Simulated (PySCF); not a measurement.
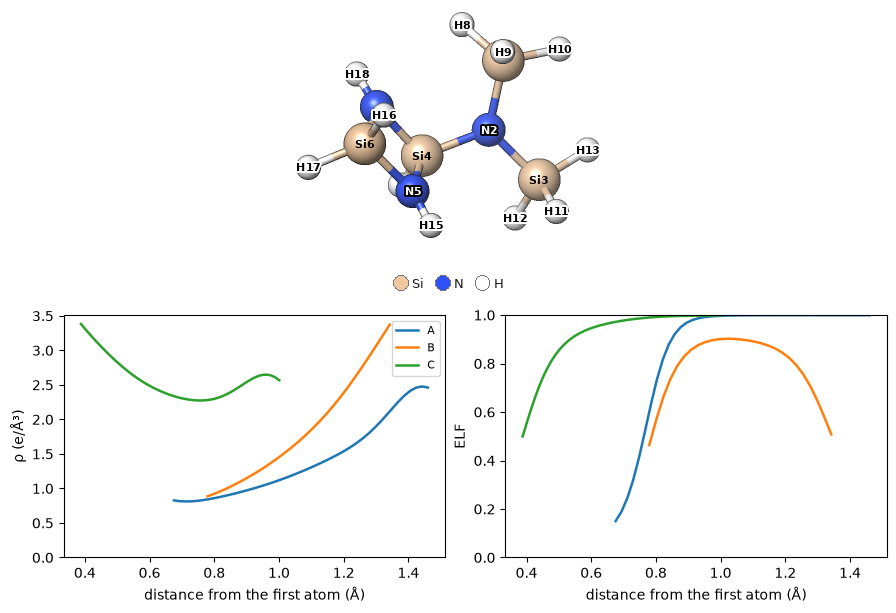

Figure 1: H11N3Si4. Electron density and ELF along straight lines between neighbouring atoms. The curves leave out the atomic cores. The structure is drawn too.

Geometry: GFN2-xTB.

All numbers below come from CAM-B3LYP/def2-SVPD, SCF density, gas phase (PySCF).

```yaml
atoms:
  - { symbol: Si, position_ang: [-1.3597, 1.6620, 0.3087] }
  - { symbol: N, position_ang: [-1.1001, -0.0600, 0.3231] }
  - { symbol: Si, position_ang: [-2.2424, -1.2238, -0.2680] }
  - { symbol: Si, position_ang: [0.5093, -0.6469, 0.5819] }
  - { symbol: N, position_ang: [1.4567, -1.0009, -0.8284] }
  - { symbol: Si, position_ang: [2.6768, 0.2028, -0.5416] }
  - { symbol: N, position_ang: [1.6905, 0.6050, 0.8239] }
  - { symbol: H, position_ang: [-0.8531, 2.2039, 1.5719] }
  - { symbol: H, position_ang: [-0.7119, 2.3119, -0.8341] }
  - { symbol: H, position_ang: [-2.8101, 1.8472, 0.2298] }
  - { symbol: H, position_ang: [-2.0028, -1.5479, -1.6798] }
  - { symbol: H, position_ang: [-2.0915, -2.4330, 0.5431] }
  - { symbol: H, position_ang: [-3.5751, -0.6477, -0.1059] }
  - { symbol: H, position_ang: [0.5019, -1.7062, 1.5887] }
  - { symbol: H, position_ang: [1.3102, -1.6281, -1.5958] }
  - { symbol: H, position_ang: [2.7548, 1.2577, -1.5484] }
  - { symbol: H, position_ang: [3.9698, -0.3819, -0.1958] }
  - { symbol: H, position_ang: [1.8679, 1.1923, 1.6149] }
```

> Which curve belongs to which contact (N–H, Si–H and Si–N)? The first atom named is at distance zero.

Curve A: Si–H (1.46 Å): ρ is about 0.81 e/Å³ halfway; the ELF climbs to about 1 towards the hydrogen, as it does in any bond to H. Curve B: Si–N (1.73 Å): ρ at the midpoint is about 1.1 e/Å³; the ELF peaks at about 0.90 between the atoms (a shared but strongly polarised pair). Curve C: N–H (1.00 Å): ρ is about 2.8 e/Å³ halfway; the ELF climbs to about 1 towards the hydrogen (a covalent bond by its length).
